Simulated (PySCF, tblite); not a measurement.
# C₆H₁₁FS₂Si: geometry, infrared bands and NMR shifts

Wanted: the infrared bands and NMR shifts of C₆H₁₁FS₂Si (`C/C(=C\F)[SiH]1SCCCS1`), by calculation.

Computed with tblite 0.8.0 and PySCF 2.14.0, with density-fitted response routines of our own, on a single molecule in the gas phase. Atoms are numbered from 0 throughout.

**1. Starting geometry**

21 atoms, charge 0, multiplicity 1; geometry from: force field or distance geometry start.

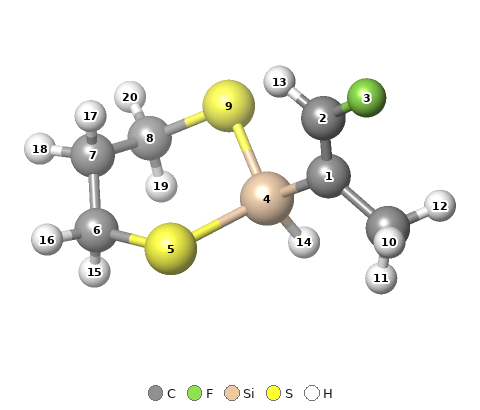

As it starts; carbon grey, fluorine green, silicon light orange, sulfur yellow, hydrogen white, atoms numbered; sticks join atoms by distance.

**2. Geometry optimisation with GFN2-xTB**

The job: settings as JSON, then the geometry in Å.

```
{"job": {"kind": "relax", "xc": "GFN2-xTB", "basis": "xTB"}, "charge": 0, "multiplicity": 1}
C      3.446300    -0.486600     0.168300
C      2.207200     0.385700     0.152200
C      2.315900     1.625900     0.549000
F      3.434900     2.249500     0.954100
Si     0.642500    -0.359700    -0.377400
S     -0.574200    -1.060600     1.253200
C     -2.327600    -0.991300     0.858700
C     -2.747700     0.238100     0.135800
C     -2.276400     0.253700    -1.316500
S     -0.648700     1.037600    -1.405300
H      3.964400    -0.458900     1.144400
H      3.187100    -1.545500    -0.036200
H      4.163300    -0.165600    -0.592900
H      1.393800     2.229400     0.524000
H      0.926800    -1.427900    -1.335600
H     -2.616900    -1.948600     0.392000
H     -2.868000    -0.978500     1.855000
H     -2.507500     1.164200     0.676400
H     -3.878700     0.227000     0.081400
H     -2.244000    -0.783900    -1.712300
H     -3.001200     0.812800    -1.968700
```

On the command line:

```
$ OMP_NUM_THREADS=1 python probes_run.py task.json out
```

One launch serves the whole session: the jobs run in the order shown.

Output:

```text
step      E/eV     max force
  0    -854.82367    2.543
  1    -855.09007    1.021
  2    -855.14544    0.960
  3    -855.18494    0.481
  4    -855.21715    0.347
  5    -855.22922    0.239
  6    -855.23726    0.184
  7    -855.24367    0.201
  8    -855.25067    0.205
  9    -855.25653    0.211
 10    -855.26149    0.203
 11    -855.26658    0.190
 12    -855.27267    0.294
 13    -855.27881    0.288
 14    -855.28354    0.154
 15    -855.28660    0.135
 16    -855.28885    0.129
 17    -855.29091    0.151
 18    -855.29274    0.105
 19    -855.29432    0.103
 20    -855.29578    0.091
 21    -855.29723    0.116
 22    -855.29865    0.101
 23    -855.30009    0.105
 24    -855.30168    0.110
 25    -855.30357    0.104
 26    -855.30559    0.112
 27    -855.30734    0.099
 28    -855.30869    0.084
 29    -855.30981    0.073
 30    -855.31083    0.077
 31    -855.31178    0.069
 32    -855.31257    0.061
 33    -855.31323    0.056
 34    -855.31392    0.062
 35    -855.31478    0.075
 36    -855.31582    0.081
 37    -855.31690    0.078
 38    -855.31785    0.065
 39    -855.31865    0.052
 40    -855.31937    0.065
 41    -855.31998    0.055
 42    -855.32045    0.046
 43    -855.32091    0.046
 44    -855.32151    0.055
 45    -855.32231    0.077
 46    -855.32320    0.069
 47    -855.32397    0.059
 48    -855.32464    0.060
 49    -855.32538    0.072
 50    -855.32628    0.083
 51    -855.32714    0.063
 52    -855.32779    0.056
 53    -855.32831    0.050
 54    -855.32878    0.046
 55    -855.32917    0.045
 56    -855.32950    0.044
 57    -855.32982    0.042
 58    -855.33016    0.057
 59    -855.33056    0.053
 60    -855.33107    0.042
 61    -855.33131    0.042
 62    -855.33170    0.056
 63    -855.33211    0.047
 64    -855.33255    0.046
 65    -855.33290    0.044
 66    -855.33327    0.049
 67    -855.33377    0.057
 68    -855.33455    0.067
 69    -855.33561    0.070
 70    -855.33679    0.088
 71    -855.33804    0.093
 72    -855.33963    0.091
 73    -855.33972    0.214
 74    -855.34097    0.283
 75    -855.34388    0.067
 76    -855.34510    0.064
 77    -855.34759    0.135
 78    -855.34866    0.088
 79    -855.35091    0.081
 80    -855.35306    0.097
 81    -855.35425    0.088
 82    -855.35548    0.096
 83    -855.35701    0.097
 84    -855.35712    0.165
 85    -855.35855    0.053
 86    -855.35913    0.047
 87    -855.36049    0.076
 88    -855.36156    0.118
 89    -855.36321    0.155
 90    -855.36527    0.144
 91    -855.36765    0.090
 92    -855.36899    0.063
 93    -855.36949    0.181
 94    -855.37097    0.104
 95    -855.37215    0.075
 96    -855.37400    0.054
 97    -855.37463    0.061
 98    -855.37554    0.055
 99    -855.37607    0.057
100    -855.37682    0.058
101    -855.37757    0.065
102    -855.37849    0.063
103    -855.37929    0.049
104    -855.37996    0.047
105    -855.38075    0.043
106    -855.38137    0.059
107    -855.38182    0.058
108    -855.38224    0.051
109    -855.38275    0.045
110    -855.38330    0.055
111    -855.38383    0.051
112    -855.38416    0.041
113    -855.38434    0.043
114    -855.38448    0.030
115    -855.38477    0.039
116    -855.38499    0.031
117    -855.38512    0.027
118    -855.38520    0.024
119    -855.38528    0.023
120    -855.38542    0.033
121    -855.38560    0.035
122    -855.38581    0.033
123    -855.38601    0.033
124    -855.38624    0.035
125    -855.38658    0.052
126    -855.38708    0.063
127    -855.38770    0.065
128    -855.38840    0.061
129    -855.38915    0.057
130    -855.38996    0.068
131    -855.39075    0.065
132    -855.39139    0.055
133    -855.39184    0.048
134    -855.39218    0.078
135    -855.39262    0.076
136    -855.39324    0.047
137    -855.39367    0.043
138    -855.39411    0.044
139    -855.39458    0.049
140    -855.39503    0.040
141    -855.39532    0.026
142    -855.39547    0.026
143    -855.39562    0.034
144    -855.39582    0.042
145    -855.39602    0.039
146    -855.39620    0.030
147    -855.39634    0.027
148    -855.39652    0.037
149    -855.39678    0.043
150    -855.39710    0.042
151    -855.39747    0.045
152    -855.39782    0.047
153    -855.39816    0.040
154    -855.39847    0.040
155    -855.39878    0.035
156    -855.39912    0.039
157    -855.39952    0.055
158    -855.39995    0.061
159    -855.40038    0.064
160    -855.40085    0.060
161    -855.40139    0.046
162    -855.40213    0.050
163    -855.40264    0.044
164    -855.40295    0.038
165    -855.40325    0.036
166    -855.40354    0.050
167    -855.40387    0.046
168    -855.40421    0.038
169    -855.40455    0.042
170    -855.40486    0.042
171    -855.40516    0.041
172    -855.40544    0.038
173    -855.40576    0.038
174    -855.40629    0.041
175    -855.40666    0.044
176    -855.40704    0.037
177    -855.40729    0.033
178    -855.40753    0.035
179    -855.40782    0.045
180    -855.40813    0.038
181    -855.40843    0.036
182    -855.40861    0.027
183    -855.40878    0.023
184    -855.40895    0.024
185    -855.40908    0.022
186    -855.40915    0.016
187    -855.40920    0.011
188    -855.40923    0.009
```

Wall time 4.2 s (1 thread of Arm Neoverse N1, shared host); peak memory 0.18 GiB.

Along the way: (not every step is listed)

```
step  energy from step 0 (eV)  largest force (eV/Å)
   0                   0.0000                2.5426
   1                  -0.2664                1.0212
   2                  -0.3218                0.9603
   3                  -0.3613                0.4805
   4                  -0.3935                0.3473
   5                  -0.4056                0.2385
   6                  -0.4136                0.1843
   7                  -0.4200                0.2009
   8                  -0.4270                0.2054
  25                  -0.4799                0.1040
  42                  -0.4968                0.0461
  59                  -0.5069                0.0532
  76                  -0.5214                0.0638
  93                  -0.5458                0.1813
 110                  -0.5596                0.0552
 127                  -0.5640                0.0653
 144                  -0.5721                0.0421
 161                  -0.5777                0.0462
 178                  -0.5839                0.0352
 183                  -0.5851                0.0235
 184                  -0.5853                0.0240
 185                  -0.5854                0.0222
 186                  -0.5855                0.0158
 187                  -0.5855                0.0114
 188                  -0.5856                0.0092
```

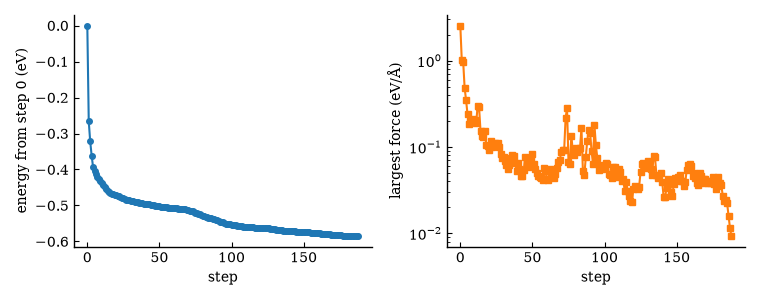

Energy and force, step by step.

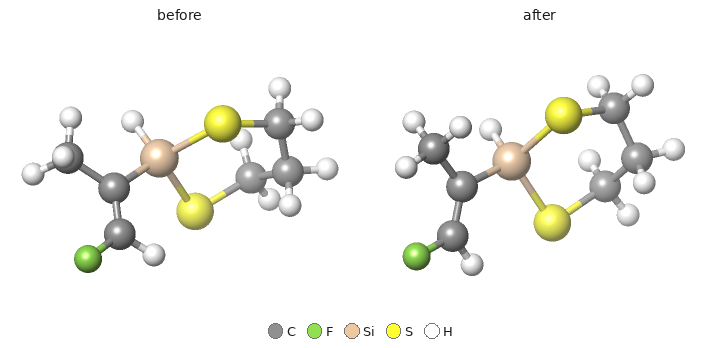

Before and after, at one scale.

Close pairs (by a distance rule), those that changed most:

```
  bond  before (Å)  after (Å)  change (Å)
C1–Si4       1.812      1.866      +0.053
C6–H16       1.133      1.089      -0.044
C7–H18       1.132      1.094      -0.038
C8–H20       1.124      1.089      -0.035
 S5–C6       1.799      1.833      +0.034
 C6–C7       1.487      1.521      +0.034
 C8–S9       1.809      1.832      +0.024
C2–H13       1.102      1.080      -0.023
```

The next job starts from the end point, and lists it.

**3. Vibrational analysis with GFN2-xTB**

The job: settings as JSON, then the geometry in Å.

```
{"job": {"kind": "ir", "xc": "GFN2-xTB", "basis": "xTB"}, "charge": 0, "multiplicity": 1}
C      3.139273    -0.564051     0.689981
C      2.200813     0.443534     0.110211
C      2.520767     1.717451    -0.051865
F      3.723488     2.212937     0.288979
Si     0.522869    -0.169674    -0.427057
S     -0.394574    -1.191072     1.219517
C     -2.098743    -1.335771     0.560239
C     -2.758687    -0.005108     0.234164
C     -2.319879     0.607414    -1.087275
S     -0.711074     1.481159    -1.011871
H      4.079237    -0.104272     0.984123
H      2.682046    -1.033129     1.559779
H      3.340455    -1.345692    -0.040536
H      1.875895     2.478354    -0.464981
H      0.590964    -1.105604    -1.552955
H     -2.064729    -1.984953    -0.315198
H     -2.644944    -1.844195     1.353584
H     -2.575908     0.704203     1.044177
H     -3.837564    -0.177208     0.177098
H     -2.254496    -0.145278    -1.873479
H     -3.024131     1.377899    -1.397104
```

Output:

```text
mode    cm-1     km/mol
  1      30.7      0.05
  2      51.6      1.58
  3      73.0      0.22
  4     122.6      0.46
  5     130.8     12.04
  6     133.6      0.44
  7     171.7      3.63
  8     229.4      1.66
  9     252.9      5.13
 10     262.1      1.43
 11     280.0      1.66
 12     300.5      7.53
 13     404.7      6.54
 14     431.2     24.66
 15     450.3     18.41
 16     513.6     41.22
 17     564.3     83.31
 18     640.6    174.19
 19     648.1    215.79
 20     650.6     37.20
 21     685.3      0.43
 22     782.0     56.64
 23     800.8      1.06
 24     829.6      3.49
 25     880.0      2.66
 26     937.2      5.64
 27    1004.6      2.86
 28    1010.9      1.28
 29    1044.8      0.09
 30    1078.4      1.37
 31    1090.3    237.70
 32    1118.0      1.14
 33    1177.6      9.94
 34    1195.3      0.04
 35    1207.4      3.06
 36    1267.7     19.33
 37    1268.7      5.71
 38    1288.3     10.12
 39    1337.4      0.10
 40    1404.8      7.44
 41    1443.8      1.59
 42    1453.4     11.91
 43    1461.9      3.50
 44    1472.6     11.68
 45    1480.4      0.06
 46    1694.3    171.80
 47    2223.2    214.13
 48    2953.1     25.43
 49    2973.2     12.34
 50    2973.8      4.34
 51    2993.3     25.47
 52    3006.8      4.82
 53    3009.3      5.16
 54    3010.4     20.65
 55    3023.7     14.27
 56    3046.1     15.10
 57    3084.2     27.35
```

Wall time 2.3 s (1 thread of Arm Neoverse N1, shared host); peak memory 0.18 GiB.

The strongest bands and the atoms that carry them (share of the mass-weighted mode):

```
cm⁻¹  km/mol                                atoms
 514    41.2  Si4 44 %, S5 14 %, F3 12 %, S9 12 %
 564    83.3           Si4 58 %, S9 19 %, S5 17 %
 641   174.2                             H14 80 %
 648   215.8                             H14 85 %
 782    56.6  C2 24 %, C0 23 %, Si4 17 %, C1 15 %
1090   237.7                     C2 42 %, F3 32 %
1694   171.8                     C1 51 %, C2 44 %
2223   214.1                             H14 97 %
```

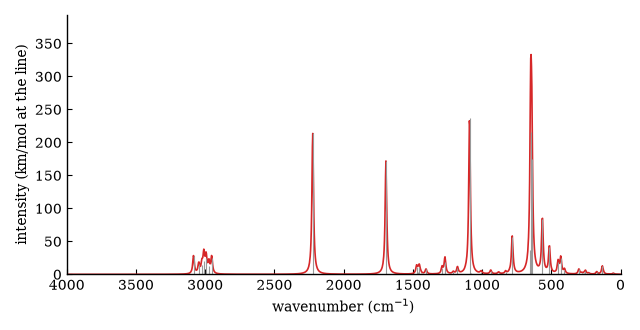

The infrared spectrum from these modes, unscaled. Lines are broadened to a width of 14 cm⁻¹ (Lorentzian).

**4. Shielding tensors: PBE0/pcSseg-1**

Same as in step 3 but for these lines:

```diff
@@ -1,2 +1,2 @@
-{"job": {"kind": "ir", "xc": "GFN2-xTB", "basis": "xTB"}, "charge": 0, "multiplicity": 1}
+{"job": {"kind": "nmr", "xc": "PBE0", "basis": "pcSseg-1"}, "charge": 0, "multiplicity": 1}
 C      3.139273    -0.564051     0.689981
```

With the program's defaults for keys left out, this is: GIAO PBE0/pcSseg-1 NMR shielding, non-relativistic, gas phase.

Output:

```text
coarse grid: 19296 points
cycle   1  E = -1420.0235368834  dE =  1.234e+00  |g| = 5.434e-01  |ddm| = 4.283e+00
cycle   2  E = -1419.9979625033  dE =  2.557e-02  |g| = 6.779e-01  |ddm| = 1.109e+00
cycle   3  E = -1420.0886354478  dE = -9.067e-02  |g| = 8.572e-02  |ddm| = 6.068e-01
cycle   4  E = -1420.0899834988  dE = -1.348e-03  |g| = 4.009e-02  |ddm| = 1.185e-01
cycle   5  E = -1420.0903554349  dE = -3.719e-04  |g| = 1.200e-02  |ddm| = 5.094e-02
cycle   6  E = -1420.0903862464  dE = -3.081e-05  |g| = 4.915e-03  |ddm| = 1.716e-02
cycle   7  E = -1420.0903911433  dE = -4.897e-06  |g| = 9.341e-04  |ddm| = 4.700e-03
final grid: 173368 points
cycle   8  E = -1420.1618761855  dE = -5.373e-05  |g| = 1.091e-02  |ddm| = 3.712e-02
cycle   9  E = -1420.1618554563  dE =  2.073e-05  |g| = 1.435e-02  |ddm| = 2.276e-02
cycle  10  E = -1420.1619051638  dE = -4.971e-05  |g| = 1.464e-03  |ddm| = 1.367e-02
cycle  11  E = -1420.1619055991  dE = -4.353e-07  |g| = 3.491e-04  |ddm| = 1.652e-03
cycle  12  E = -1420.1619056212  dE = -2.211e-08  |g| = 1.622e-04  |ddm| = 4.906e-04
cycle  13  E = -1420.1619056280  dE = -6.831e-09  |g| = 4.148e-05  |ddm| = 2.070e-04
cycle  14  E = -1420.1619056284  dE = -4.338e-10  |g| = 5.250e-06  |ddm| = 4.486e-05
converged SCF energy = -1420.1619056284

GIAO shielding tensors (ppm)
atom      isotropic    diamagn.    paramagn.     s11        s22        s33       span
  0 C      175.473     242.854     -67.381    157.708    182.933    185.778     28.070
  1 C       73.504     265.202    -191.698    -19.998     74.317    166.194    186.192
  2 C       23.427     253.407    -229.980    -75.086     69.123     76.243    151.329
  3 F      271.056     469.121    -198.065    134.251    256.997    421.920    287.669
  4 Si     353.379     881.641    -528.261    332.353    360.314    367.471     35.117
  5 S      605.528    1059.889    -454.361    482.220    634.290    700.074    217.854
  6 C      154.332     251.213     -96.881    140.295    153.794    168.907     28.612
  7 C      152.298     247.671     -95.373    140.788    146.754    169.351     28.564
  8 C      154.553     251.001     -96.448    139.603    154.342    169.714     30.111
  9 S      622.836    1060.379    -437.543    486.966    660.969    720.573    233.608
 10 H       29.030      27.291       1.739     23.447     28.533     35.110     11.663
 11 H       30.204      28.645       1.560     24.043     31.065     35.505     11.462
 12 H       30.307      27.131       3.176     25.425     28.371     37.126     11.700
 13 H       25.049      31.954      -6.905     19.663     24.480     31.006     11.343
 14 H       25.596      30.339      -4.743     22.178     23.713     30.898      8.721
 15 H       29.060      31.112      -2.052     24.269     27.738     35.173     10.904
 16 H       28.770      30.359      -1.589     21.887     27.485     36.938     15.051
 17 H       29.849      30.153      -0.304     27.659     27.916     33.974      6.315
 18 H       29.566      28.035       1.530     23.977     27.907     36.813     12.835
 19 H       29.066      30.991      -1.925     24.444     27.596     35.157     10.714
 20 H       28.752      30.261      -1.509     21.875     27.471     36.910     15.035
```

Run time: 2.3 min. Hardware: 1 thread of Arm Neoverse N1, shared host; peak memory 1.1 GiB.

The references, computed at this level on geometries of the same kind, shield at (ppm): 1H TMS 31.72, 13C TMS 186.9, 29Si TMS 349.2, 19F CFCl3 170.9, 33S CS2 504. Their shielding less the atom's gives the shift. The references are single molecules in the gas phase, so shifts against H2O, NH3, PH3, H3PO4 or CFCl3 are not on the usual liquid scales and can be off by tens of ppm. Atoms listed in one row are averaged.

```
        atoms                                                   environment  σ (ppm)  δ (ppm)  δ scaled to CDCl3
           C2                                                     alkene CH     23.4    163.5              157.7
           C1                               fully substituted alkene carbon     73.5    113.4              108.8
           C7                                             sp3 CH2 in a ring    152.3     34.6               31.9
       C6, C8                                           sp3 CH2 bonded to S    154.4     32.5               25.4
           C0                                         allylic methyl carbon    175.5     11.5                9.3
          H13                                      hydrogen on an alkene CH    25.05     6.67               6.39
          H14  hydrogen on a silicon bonded to C, 2 S, in a 6-membered ring    25.60     6.12                  –
     H16, H20                            hydrogen on an sp3 CH2 bonded to S    28.76     2.96               2.89
     H15, H19                            hydrogen on an sp3 CH2 bonded to S    29.06     2.65               2.61
          H18                              hydrogen on an sp3 CH2 in a ring    29.57     2.15               2.13
H10, H11, H12                          hydrogen on an allylic methyl carbon    29.85     1.87               1.87
          H17                              hydrogen on an sp3 CH2 in a ring    29.85     1.87               1.87
           F3                                              vinylic fluorine    271.1   -100.1                  –
          Si4             silicon bonded to C, 2 S, H, in a 6-membered ring    353.4     -4.2                  –
       S5, S9                  sulfur bonded to C, Si, in a 6-membered ring      614     -110                  –
```

The scaled column applies a straight-line fit of computed shieldings to shifts measured in CDCl3, with any fitted terms for Cl, Br or S neighbours, and one for carbons that bear F (root-mean-square error 0.16 ppm for H, 1.9 ppm for C).

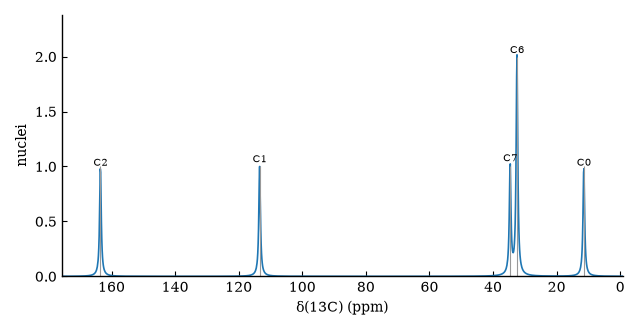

13C lines at the computed shifts, without couplings. Lines are broadened to a width of 0.61 ppm (Lorentzian).

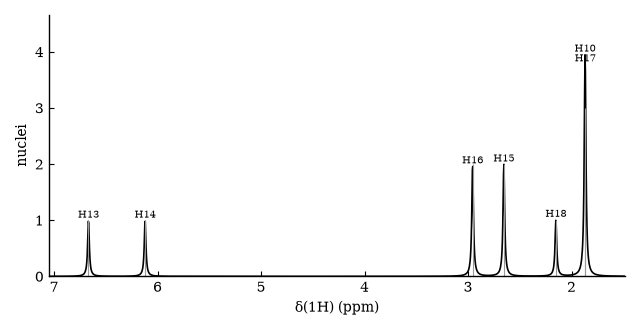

1H lines at the computed shifts, without couplings. Lines are broadened to a width of 0.02 ppm (Lorentzian).

Charges from the same density, by scheme (e):

```
 atoms  Mulliken    IAO  Hirshfeld  ESP fit
    C0     -0.19  -0.42      -0.12    -0.50
    C1     -0.67  -0.32      -0.11     0.21
    C2      0.34   0.16       0.05    -0.08
    F3     -0.28  -0.27      -0.08    -0.14
   Si4      0.77   0.76       0.29    -0.08
S5, S9     -0.27  -0.20      -0.10    -0.25
C6, C8     -0.33  -0.33      -0.06    -0.18
    C7     -0.20  -0.26      -0.07     0.03
```

IAO charges:

C0 -0.42; C1 -0.32; C2 0.16; F3 -0.27; Si4 0.76; S5 -0.20; C6 -0.33; C7 -0.26; C8 -0.33; S9 -0.21; H10 0.16; H11 0.16; H12 0.15; H13 0.16; H14 -0.14; H15 0.15; H16 0.17; H17 0.15; H18 0.15; H19 0.15; H20 0.17

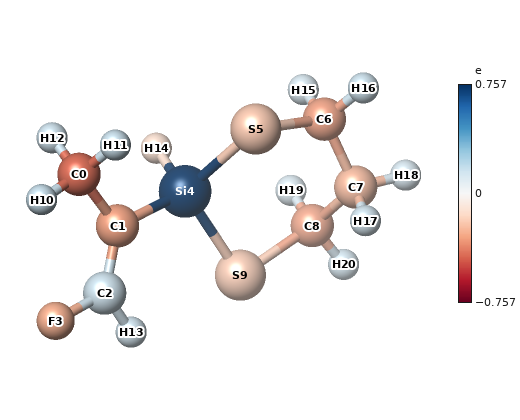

IAO charges, as colours on the atoms.

Mayer bond orders: C0–C1 1.05, C1–C2 1.86, C2–F3 0.96, C1–Si4 0.87, Si4–S5 0.98, S5–C6 1.01, C6–C7 1.01, C7–C8 1.01, C8–S9 1.01, S9–Si4 0.96.

Ring of atoms Si4, S5, C6, C7, C8, S9: NICS(0) -2.9, NICS(1) -1.8, NICS(1)zz 5.6 ppm (means of both faces).

The fields below are evaluated on a grid from the run's orbitals.

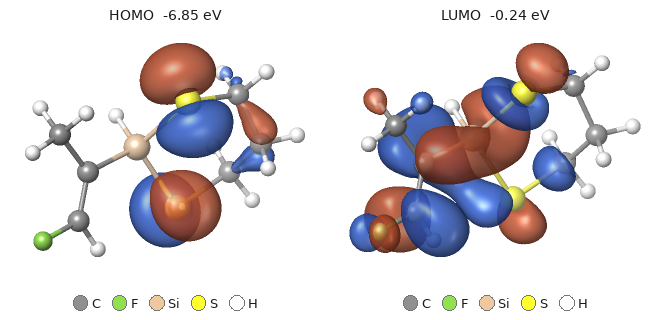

Frontier orbitals at PBE0/pcSseg-1; each surface holds 70 % of the orbital's density, blue and red mark the sign.

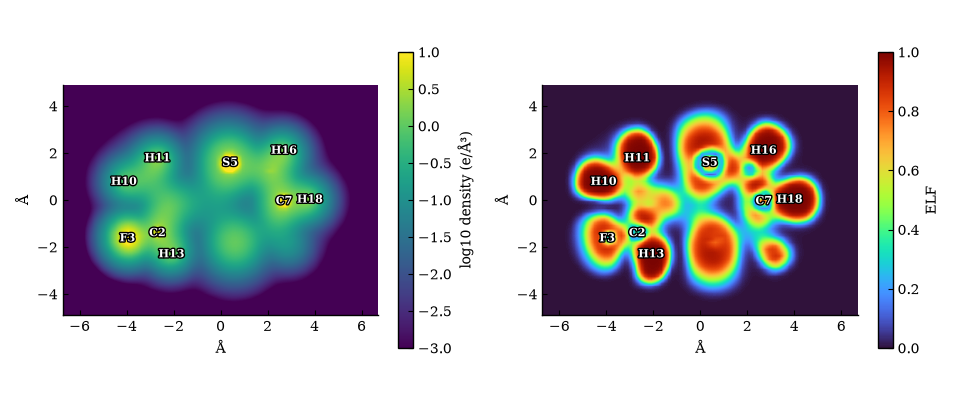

Density (left) and ELF (right) in a plane through or near 9 of the atoms.

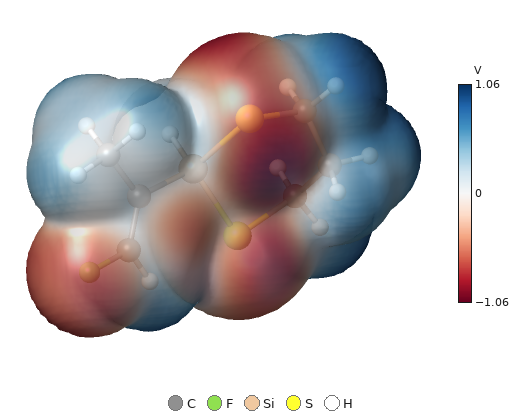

The potential that a unit positive charge feels on the 0.002 e/bohr³ surface, from -0.95 V near S5 to 1.06 V near H19.

**5. Outcome**

```
                                                               quantity                                         value
                              strongest single infrared mode (GFN2-xTB)                         1090 cm⁻¹, 238 km/mol
                                           zero-point energy (GFN2-xTB)                                 98.7 kcal/mol
13C shifts against TMS (PBE0/pcSseg-1, means over atoms taken as alike)            163.5, 113.4, 34.6, 32.5, 11.5 ppm
 1H shifts against TMS (PBE0/pcSseg-1, means over atoms taken as alike)  6.67, 6.12, 2.96, 2.65, 2.15, 1.87, 1.87 ppm
                               19F shifts against CFCl3 (PBE0/pcSseg-1)                                    -100.1 ppm
                                29Si shifts against TMS (PBE0/pcSseg-1)                                      -4.2 ppm
33S shifts against CS2 (PBE0/pcSseg-1, means over atoms taken as alike)                                      -110 ppm
                                  surface potential, least and greatest                            -0.95 V and 1.06 V
```

Relaxing lowered the energy by 0.586 eV in 188 steps; the close pair that moved most is C1–Si4, from 1.812 to 1.866 Å. No mode is imaginary among the 57: a minimum at this level. The strongest single mode, at 1090 cm⁻¹, moves mainly C2 and F3. GFN2-xTB is a fitted tight-binding method: band positions and strengths are rough. Its intensities can rank the bands wrongly. H13 (hydrogen on an alkene CH) lies farthest downfield among hydrogen, at 6.67 ppm; attached to an sp2 carbon and in the plane of the double bond. At PBE0/pcSseg-1: The widest tensor belongs to F3: span 288 ppm, with a paramagnetic part of -198 ppm.
